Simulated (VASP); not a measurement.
Band structure of GaAgSnSe₄ (space group I-4). Computed with PBEsol GGA, VASP's PBE PAW potentials (set 64) (plane waves; VASP).

Unless said otherwise, spin-orbit coupling is left out, though it shifts the bands of the heavy elements here.

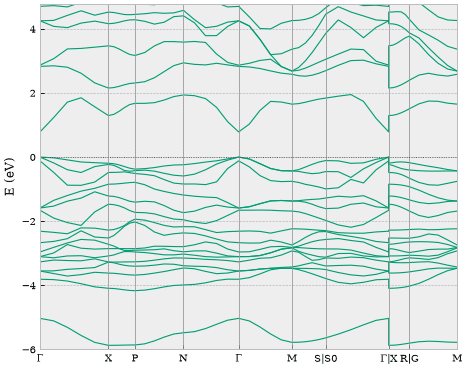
Figure. Bands along high-symmetry lines, zero at the valence-band maximum or, without a gap, the Fermi level

Q: Read the plot: is there a gap, and where are the band edges?

A: The gap is direct, 0.78 eV, from the valence maximum at Γ to the conduction minimum at Γ.

The structure comes from a computed database's GaAgSnSe4 entry (I-4); how it stands against other phases isn't given here. The cell was not relaxed at this level. The k-mesh is coarse (spacing up to 0.49 per Å, 2π included), so the numbers may not be converged in it.
